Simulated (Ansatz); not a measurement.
# Compressing and expanding LiH10C6IN2O2 (C2/c) (176 atoms), part 2 of 3

How stiff is LiH10C6IN2O2 (C2/c) (176 atoms)?

Ansatz 0.2.0; Kohn-Sham DFT, PBE+D4, PAW (set soft_2, large core), plane waves.

The cell: 8 Li, 80 H, 48 C, 8 I, 16 N and 16 O. Only the Γ point is sampled. Spin–orbit coupling is left out.

So far. Step 2 (Single point at the start): The r.m.s. force at the start is 2.5 eV/Å. Step 3 (Cell and atoms relaxed): The relaxation converged after 8 steps, with a largest force component of 0.031 eV/Å.

### 4. Single point at the relaxed geometry

One more single point at the end of the walk gives the fuller output and checks the residual forces.

Contents of input.yaml:

```yaml
crystal:
  lattice:
    - [13.89079, -0.00189, -0.04195]
    - [-0.00188, 13.84354, 0.00168]
    - [-1.89548, 0.00154, 10.75994]
  atoms:
    - { symbol: Li, position: [0.22358, 0.29356, 0.74456] }
    - { symbol: Li, position: [0.77744, 0.29334, 0.75559] }
    - { symbol: Li, position: [0.72319, 0.79357, 0.74484] }
    - { symbol: Li, position: [0.27713, 0.79345, 0.75538] }
    - { symbol: Li, position: [0.77689, 0.70622, 0.25546] }
    - { symbol: Li, position: [0.22358, 0.70619, 0.2447] }
    [... 164 atom lines left out ...]
    - { symbol: O, position: [0.40242, 0.25549, 0.33759] }
    - { symbol: O, position: [0.59802, 0.25547, 0.16201] }
    - { symbol: O, position: [0.09808, 0.24423, 0.66227] }
    - { symbol: O, position: [0.90302, 0.24436, 0.83806] }
    - { symbol: O, position: [0.59757, 0.74464, 0.6624] }
    - { symbol: O, position: [0.40281, 0.74451, 0.83775] }
kpoints:
  mp_grid: { grid: [1, 1, 1] }
hamiltonian:
  xc: pbe
  dispersion: d4
  pseudopotentials: { kind: paw, core: large }
scf:
  occupations: { method: gaussian, width: 0.05 }
output:
  forces: true
  stress: true
  populations: intrinsic
  dos:
    method: { smearing: { sigma: 0.08 } }
    de: 0.1
    projected: { site_lists: { C: [C], H: [H], I: [I], Li: [Li], "N": ["N"] } }
  eigenvalues: true
  write_density: true
  write_potential: true
  volumetric_format: npy
  elf: true
```

Command:

```console
$ ansatz run input.yaml --threads 4 --pin off --max-ram 8192MiB --backend cpu --events-out ev --progress --plain --runs-dir out
```

Numbers of over 12 decimals in the logs are rounded to 6 here.

Output:

```text
[...]
Crystal: 176 atoms, lattice volume = 2068.011 Å³
Basis set: ecut = 420 eV, 40439 PW (Γ), exchange–correlation on 192×192×150 points (8 copies of the dense FFT grid, shifted against one another)
Bands: 440, of which v1, the nominal top of the filled ones, is band 264 counted from 1 (263 counted from 0)
Symmetry: 1 space group operations
[...]
k-points: 1
[...]
SCF iter   1: F=—  HF=-71617.429675 eV  |F-HF|=—  |Δ(HF+E_count)|=         —  Δρ=1.03e-1  dr2=1.98e2  ethr=3.10e-3  ⟨swp⟩=6.0  Hψ=1983  notcnv=0  defer=64
[...]
SCF iter   9: F=-71548.965005 eV  HF=-71548.965005 eV  |F-HF|=1.37e-8  |Δ(HF+E_count)|=   5.10e-7  Δρ=1.30e-6  dr2=4.19e-8  ethr=1.89e-11  ⟨swp⟩=25.0  Hψ=5242  notcnv=0
SCF 1 converged in 9 iterations: F = -71548.965005 eV  dr2 = 4.19e-8
[...]
SCF converged after 9 iterations
Free energy (F): -71548.965005 eV
[...]
Internal energy: -71548.965005 eV  (E = F + TS)
E sigma→0 (E₀):  -71548.965005 eV
Fermi energy:    2.528945 eV
[...]
--- Forces (eV/Å), atoms counted from 1 ---
  atom   1  Li     0.00182025    -0.00234142     0.00033418
  atom   2  Li     0.00046845    -0.00159613     0.00089974
  atom   3  Li     0.00404395     0.00200846    -0.00086098
  atom   4  Li    -0.00099410    -0.00016733     0.00256812
  atom   5  Li    -0.00234707     0.00159641     0.00064443
  atom   6  Li     0.00164007    -0.00078884    -0.00246756
  atom   7  Li    -0.00133129     0.00035363     0.00131982
  atom   8  Li     0.00213341     0.00195208    -0.00065770
  atom   9  H     -0.00203877    -0.00101855     0.00591212
  atom  10  H     -0.00494789    -0.00314376    -0.00397883
  atom  11  H     -0.00230399    -0.00001641     0.00499392
  atom  12  H      0.00163479     0.00073176    -0.00445944
  atom  13  H     -0.00019358     0.00104411    -0.00456112
  atom  14  H      0.00058842     0.00050843     0.00609234
[...]
atom 175  O     -0.00241060    -0.00693304     0.00233958
  atom 176  O     -0.00532931    -0.00484463    -0.00622503
  max |Σ_I F_I| component: 6.74e-5 eV/Å
--- Stress (GPa, compression-positive) ---
       -0.022760      -0.001548      -0.001993
       -0.001548      -0.018534      -0.001433
       -0.001992      -0.001433       0.011407
  P = ⅓ Tr σ = -0.0100 GPa (-0.100 kbar)
--- Band table (eV) ---
[...]
--- intrinsic populations: 176 sites ---
  site symbol       q [e]
     0     Li      2.2721
     1     Li      2.2722
     2     Li      2.2721
[...]
175      O      6.6153
  spilling = 0.000000 (of n_electrons = 528.000000)
```

It took 90 s on 4 threads of AMD EPYC 7571, shared host; peak memory 2.9 GiB; 5.7 min of CPU time.

Read from the output:

```
free energy                                      : -71548.9650 eV
free energy per atom                             : -406.5282 eV/atom
SCF cycles                                       : 9
pressure                                         : -0.009962 GPa
r.m.s. force component                           : 0.00619 eV/Å
longest force                                    : 0.02976 eV/Å
Fermi energy                                     : 2.529 eV
gap (highest filled to lowest empty level) : 4.074 eV
```

Intrinsic-atomic-orbital charges by element and coordination:

```
element  coordination  atoms  mean charge (e)  spread   least     most
      C           all     48          -0.0865   0.248  -0.385    0.224
      C             2     16            0.223  3.0e-4   0.223    0.224
      C             4     32           -0.241   0.143  -0.385  -0.0968
      H           all     80            0.228  0.0548   0.175    0.334
      I           all      8           -0.633   0.015  -0.648   -0.618
     Li           all      8            0.728       0   0.728    0.728
      N           all     16           -0.309  0.0015  -0.310   -0.307
      O           all     16           -0.618  0.0024  -0.620   -0.615
```

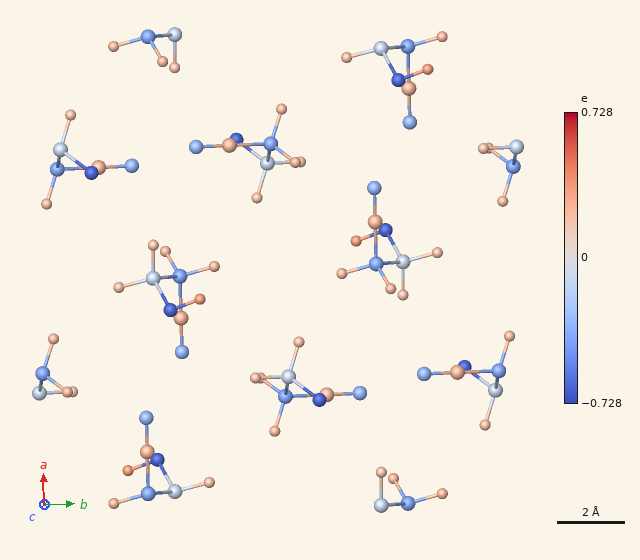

Atoms coloured by intrinsic-atomic-orbital charge. Drawn is a slice 4 Å thick, seen along the normal of the ab plane.

Density of states as counts of states in windows of 1 eV (from the Fermi level), total and the larger projections:

```
from (eV)  to (eV)  total   C p   H s   N p   I p  C s
      -14      -13   28.6   6.4   6.1   0.0   0.0  9.5
      -13      -12   19.4   1.4   1.4   0.0   0.0  1.5
      -12      -11    0.0   0.0   0.0   0.0   0.0  0.0
      -11      -10   30.8  14.7   4.4   0.3   0.1  2.1
      -10       -9    1.3   0.6   0.2   0.0   0.0  0.1
       -9       -8   71.6  35.5  13.6   2.3   0.2  2.6
       -8       -7   38.5  20.4   4.7   2.9   0.0  1.0
       -7       -6   49.8  12.8   4.4  18.2   0.1  0.1
       -6       -5   70.7  24.8  10.2  21.9   0.6  0.4
       -5       -4   25.5   9.3   3.2  10.2   0.2  0.1
       -4       -3   31.8   4.3   2.1   1.0   0.2  0.4
       -3       -2   45.5   0.6   0.9   0.3  41.3  0.1
       -2       -1    2.5   0.0   0.0   0.0   2.4  0.0
       -1        1    0.0   0.0   0.0   0.0   0.0  0.0
        1        2    0.4   0.2   0.1   0.1   0.0  0.0
        2        3   62.3  27.7   6.4  21.3   0.2  1.4
        3        4   17.6   3.5   3.7   1.2   0.1  1.4
        4        5   44.2   6.5  11.4   0.9   0.6  3.7
```

The curve was stored every 0.10 eV, coarse against its broadening of 0.08 eV, so these counts are rough.

Between -26 and -14 eV lie 96 more states.

About 16 of the 528 electrons lie in deeper levels, below the stored range.

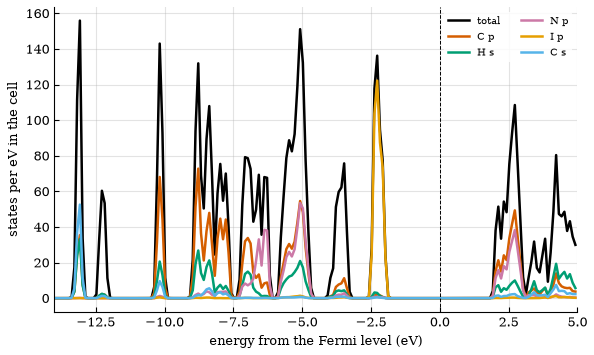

Total and projected density of states, with the broadening of the input.

Not all projections were asked for or kept, so they needn't add up to the total.

The levels nearest the highest filled one (over half full), pooled over k-points and spins:

```
level less the highest filled one (eV)  occupation
                                -0.089           2
                               -0.0799           2
                               -0.0771           2
                               -0.0263           2
                               -0.0011           2
                                     0           2
                                  4.07           0
                                  4.11           0
                                  4.13           0
                                  4.14           0
                                  4.17           0
                                  4.29           0
```

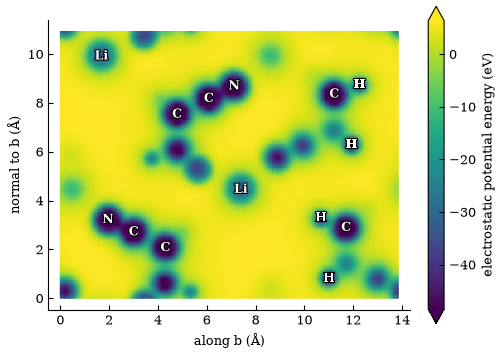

Electrostatic potential energy in the bc plane at fractional x = 0.233, with atoms of Li and H and C and N within 0.2 Å of it. With pseudopotentials it is smooth inside the atoms' cores, unlike the true potential. The map starts off the cell's origin, so that atoms lie inside it.

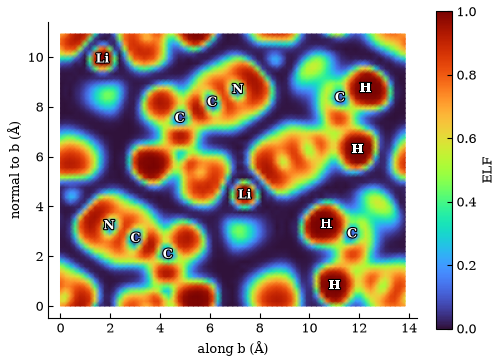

ELF in the bc plane at fractional x = 0.233, with atoms of Li and H and C and N within 0.2 Å of it. It is the smooth field of the valence electrons, not physical close to the nuclei. The map starts off the cell's origin, so that atoms lie inside it.

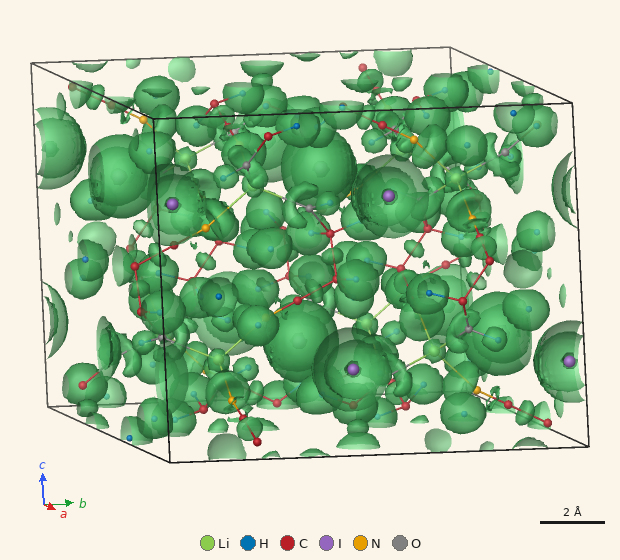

Surface of ELF = 0.85. Bonds to atoms that aren't drawn are left out.

Filled and empty levels are parted by 4.07 eV at Γ alone; the mesh holds the band edges only if they fold onto it, so the gap at this level can be narrower or closed. Mean intrinsic-atomic-orbital charges: C -0.09, H +0.23, I -0.63, Li +0.73, N -0.31, O -0.62 e.

### 5. Volume -3 %

The relaxed cell is scaled evenly and the atoms are relaxed again; the stress at the end gives one point of P(V).

input.yaml, the sections that differ from step 4:

```yaml
crystal:
  lattice:
    - [13.75047, -0.00187, -0.04153]
    - [-0.00186, 13.7037, 0.00166]
    - [-1.87633, 0.00152, 10.65125]
  atoms:
    [... the 176 atom lines of step 4 ...]
output:
  forces: true
  eigenvalues: true
  stress: true
relax:
  f_tol: 0.05
  max_steps: 70
# kpoints, hamiltonian, scf: as in step 4
```

Output:

```text
Warning: output.stress: scf.convergence.dr2_threshold = 1e-7 eV (the SCF's general default) is looser than the 1.08e-8 eV advised for a printed stress (1e-10 eV for each atom of the cell: 176, of which 108 are counted). What an SCF threshold leaves in a stress goes as its square root, and in the free energy as the threshold itself, and one threshold admits the most on a small cell: [...]
[...]
Crystal: 176 atoms, lattice volume = 2005.972 Å³
Basis set: ecut = 420 eV, 39189 PW (Γ), exchange–correlation on 192×192×150 points (8 copies of the dense FFT grid, shifted against one another)
Bands: 440, of which v1, the nominal top of the filled ones, is band 264 counted from 1 (263 counted from 0)
Symmetry: 1 space group operations
[...]
k-points: 1
[...]
SCF iter   1: F=—  HF=-71621.004377 eV  |F-HF|=—  |Δ(HF+E_count)|=         —  Δρ=1.07e-1  dr2=2.08e2  ethr=3.10e-3  ⟨swp⟩=6.0  Hψ=2001  notcnv=0  defer=64
[...]
SCF iter   7: F=—  HF=-71548.435622 eV  |F-HF|=—  |Δ(HF+E_count)|=   1.22e-4  Δρ=2.54e-5  dr2=1.51e-5  ethr=4.48e-8  ⟨swp⟩=2.0  Hψ=531  notcnv=0  defer=165
SCF iter   8: F=-71548.435636 eV  HF=-71548.435636 eV  |F-HF|=3.25e-7  |Δ(HF+E_count)|=   1.37e-5  Δρ=5.33e-6  dr2=8.33e-7  ethr=2.86e-9  ⟨swp⟩=18.0  Hψ=3387  notcnv=0
SCF 1 converged in 8 iterations: F = -71548.435636 eV  dr2 = 8.33e-7
[...]
relax step   1: F+E_penalty+E_count = -71548.43563646 eV  Δ(F+E_penalty+E_count) = +0.000e0 eV  max|allowed force component| = 1.253e0 eV/Å  Δτ_max = 0.0000 Å  (8 SCF iters, dr2 threshold 6.25e-5 eV, accepted)
[...]
relax step   2: F+E_penalty+E_count = -71548.84787085 eV  Δ(F+E_penalty+E_count) = -4.122e-1 eV  max|allowed force component| = 1.599e-1 eV/Å  Δτ_max = 0.0580 Å  (6 SCF iters, dr2 threshold 9.82e-5 eV, accepted)
[...]
relax step   3: F+E_penalty+E_count = -71548.89445142 eV  Δ(F+E_penalty+E_count) = -4.658e-2 eV  max|allowed force component| = 1.104e-1 eV/Å  Δτ_max = 0.0678 Å  (9 SCF iters, accepted)
[...]
relax step   4: F+E_penalty+E_count = -71548.90425821 eV  Δ(F+E_penalty+E_count) = -9.807e-3 eV  max|allowed force component| = 2.328e-2 eV/Å  Δτ_max = 0.0253 Å  (8 SCF iters, accepted)
SCF converged after 8 iterations
Free energy (F): -71548.904258 eV
[...]
Internal energy: -71548.904258 eV  (E = F + TS)
E sigma→0 (E₀):  -71548.904258 eV
Fermi energy:    2.702452 eV
[...]
Σ components = -71548.904258   (vs F -71548.904258, Δ=0.00e0)
--- Forces (eV/Å), atoms counted from 1 ---
  atom   1  Li    -0.01475158     0.00039839    -0.00215717
  atom   2  Li     0.01445282     0.00023763     0.00221011
  atom   3  Li    -0.01492008    -0.00001370    -0.00227684
  atom   4  Li     0.01432263     0.00027003     0.00203663
[...]
atom 176  O      0.00692614    -0.01032963     0.01037770
  max |Σ_I F_I| component: 1.79e-4 eV/Å
--- Stress (GPa, compression-positive) ---
        0.294351       0.001264      -0.074061
        0.001264       0.290944      -0.001478
       -0.074060      -0.001478       0.375465
  P = ⅓ Tr σ = 0.3203 GPa (3.203 kbar)
--- Band table (eV) ---
[...]
--- Relaxed structure (4 steps of the walk, 4 accepted, 0 SCFs on fresh bases) ---
  F+E_penalty+E_count = -71548.90425821 eV   max|allowed force component| = 2.328e-2 eV/Å
  atoms:
    - { symbol: Li, position: [0.224279, 0.294447, 0.744482] }
    - { symbol: Li, position: [0.776516, 0.294292, 0.755630] }
    - { symbol: Li, position: [0.724183, 0.794447, 0.744629] }
    - { symbol: Li, position: [0.276347, 0.794344, 0.755585] }
[...]
- { symbol: O, position: [0.404290, 0.745980, 0.835483] }
```

Wall time 4.6 min (4 threads); peak memory 2.9 GiB; 18 min of CPU time.

The program notes that the SCF threshold is loose for the stress.

The relaxation converged after 4 steps, 0.469 eV below its start, with a largest force component of 0.023 eV/Å.

Volume -3 %: the energy stands 0.0607 eV above that of the reference, at a pressure of 0.320 GPa.

### 6. Volume +3 %

The relaxed cell is scaled to another volume.

Input and log are left out; they have the form of those shown for this kind of step.

Wall time 4.7 min (4 threads of AMD EPYC 7571, shared host); peak memory 3 GiB; 18 min of CPU time.

The relaxation converged after 4 steps, 0.437 eV below its start, with a largest force component of 0.012 eV/Å.

Volume +3 %: the energy stands 0.0486 eV above that of the reference, at a pressure of -0.249 GPa.

### 7. Volume -6 %

The relaxed cell is scaled to another volume.

Input and log are left out; they have the form of those shown for this kind of step.

Elapsed: 4.6 min, on 4 threads of AMD EPYC 7571, shared host; peak memory 2.8 GiB.

The relaxation converged after 4 steps, 1.96 eV below its start, with a largest force component of 0.034 eV/Å.

Volume -6 %: the energy stands 0.260 eV above that of the reference, at a pressure of 0.733 GPa.

### 8. Volume +6 %

The relaxed cell is scaled to another volume.

input.yaml, the sections that differ from step 5:

```yaml
crystal:
  lattice:
    - [14.16323, -0.00193, -0.04277]
    - [-0.00192, 14.11505, 0.00171]
    - [-1.93266, 0.00157, 10.97097]
  atoms:
    [... the 176 atom lines of step 4 ...]
# kpoints, hamiltonian, scf, output, relax: as in step 5
```

Output:

```text
[...]
Crystal: 176 atoms, lattice volume = 2192.091 Å³
Basis set: ecut = 420 eV, 42897 PW (Γ), exchange–correlation on 192×192×150 points (8 copies of the dense FFT grid, shifted against one another)
Bands: 440, of which v1, the nominal top of the filled ones, is band 264 counted from 1 (263 counted from 0)
Symmetry: 1 space group operations
[...]
k-points: 1
[...]
SCF iter   1: F=—  HF=-71608.386345 eV  |F-HF|=—  |Δ(HF+E_count)|=         —  Δρ=9.49e-2  dr2=1.81e2  ethr=3.10e-3  ⟨swp⟩=6.0  Hψ=1990  notcnv=0  defer=60
[...]
SCF iter   6: F=—  HF=-71547.128489 eV  |F-HF|=—  |Δ(HF+E_count)|=   2.39e-3  Δρ=9.18e-5  dr2=1.43e-4  ethr=3.83e-7  ⟨swp⟩=2.0  Hψ=531  notcnv=0  defer=165
SCF iter   7: F=-71547.128578 eV  HF=-71547.128580 eV  |F-HF|=1.93e-6  |Δ(HF+E_count)|=   9.07e-5  Δρ=2.92e-5  dr2=1.54e-5  ethr=1.18e-8  ⟨swp⟩=17.0  Hψ=3878  notcnv=0
SCF 1 converged in 7 iterations: F = -71547.128578 eV  dr2 = 1.54e-5
[...]
relax step   1: F+E_penalty+E_count = -71547.12857804 eV  Δ(F+E_penalty+E_count) = +0.000e0 eV  max|allowed force component| = 2.178e0 eV/Å  Δτ_max = 0.0000 Å  (7 SCF iters, dr2 threshold 6.25e-5 eV, accepted)
[...]
relax step   2: F+E_penalty+E_count = -71548.60507839 eV  Δ(F+E_penalty+E_count) = -1.477e0 eV  max|allowed force component| = 2.976e-1 eV/Å  Δτ_max = 0.1256 Å  (7 SCF iters, dr2 threshold 1.00e-4 eV, accepted)
[...]
relax step   3: F+E_penalty+E_count = -71548.71827681 eV  Δ(F+E_penalty+E_count) = -1.132e-1 eV  max|allowed force component| = 1.876e-1 eV/Å  Δτ_max = 0.0630 Å  (8 SCF iters, dr2 threshold 5.54e-6 eV, accepted)
[...]
relax step   4: F+E_penalty+E_count = -71548.78430449 eV  Δ(F+E_penalty+E_count) = -6.603e-2 eV  max|allowed force component| = 4.091e-2 eV/Å  Δτ_max = 0.0532 Å  (10 SCF iters, accepted)
SCF converged after 10 iterations
Free energy (F): -71548.784304 eV
[...]
Internal energy: -71548.784304 eV  (E = F + TS)
E sigma→0 (E₀):  -71548.784304 eV
Fermi energy:    2.196889 eV
[...]
Σ components = -71548.784304   (vs F -71548.784304, Δ=0.00e0)
--- Forces (eV/Å), atoms counted from 1 ---
  atom   1  Li     0.00101551     0.00037665    -0.00118769
  atom   2  Li    -0.00111941     0.00115808     0.00157901
  atom   3  Li     0.00152631     0.00015816    -0.00098557
  atom   4  Li    -0.00101316     0.00030014     0.00111310
[...]
atom 176  O     -0.00234768     0.00998582    -0.03679753
  max |Σ_I F_I| component: 1.67e-5 eV/Å
--- Stress (GPa, compression-positive) ---
       -0.455800       0.000874       0.027795
        0.000874      -0.442116      -0.000639
        0.027795      -0.000639      -0.445395
  P = ⅓ Tr σ = -0.4478 GPa (-4.478 kbar)
--- Band table (eV) ---
[...]
--- Relaxed structure (4 steps of the walk, 4 accepted, 0 SCFs on fresh bases) ---
  F+E_penalty+E_count = -71548.78430449 eV   max|allowed force component| = 4.091e-2 eV/Å
  atoms:
    - { symbol: Li, position: [0.223632, 0.292219, 0.744882] }
    - { symbol: Li, position: [0.777290, 0.292002, 0.755325] }
    - { symbol: Li, position: [0.723459, 0.792284, 0.744961] }
    - { symbol: Li, position: [0.277037, 0.792173, 0.755167] }
[...]
- { symbol: O, position: [0.398602, 0.742560, 0.842402] }
```

Run time: 5 min. Hardware: 4 threads; peak memory 3.1 GiB; 19 min of CPU time.

The relaxation converged after 4 steps, 1.66 eV below its start, with a largest force component of 0.041 eV/Å.

Volume +6 %: the energy stands 0.181 eV above that of the reference, at a pressure of -0.448 GPa.

(Part 2 of 3 ends here.)

[Logs are printed without paths, hosts, clocks, repeated set-up lines and the standing remarks that a program may print on its own settings, such as how far it seeks lower states.]

[Hosts, paths, dates, database ids (printed as entryN), source tags and the programs' standing remarks are cut or masked in the printed files.]
